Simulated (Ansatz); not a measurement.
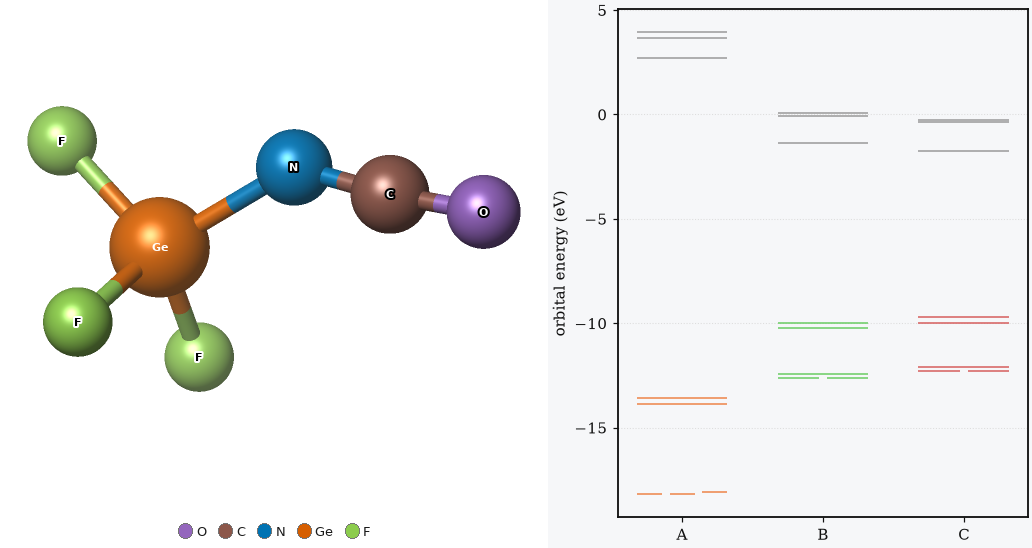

Frontier orbital energies of CF₃GeNO, SMILES O=C=[N][Ge]([F])([F])[F], singlet at one geometry, def2-TZVPP, the Ansatz code, at a PBE0-D4/def2-TZVP geometry (with a soft imaginary mode, 3i cm⁻¹). Empty levels are grey, levels within 0.1 eV stand side by side; all columns show the same few orbitals around the gap.

Question: The columns come from B3LYP, HF and PBE0. Which is which?

Answer: A: HF (HOMO −13.59, LUMO 2.72, separation 16.31 eV)
B: PBE0 (HOMO −9.98, LUMO −1.38, separation 8.59 eV)
C: B3LYP (HOMO −9.71, LUMO −1.77, separation 7.94 eV)

Caveats, for all or some of the runs: empty levels above zero depend strongly on the basis; no scalar relativity up to krypton.
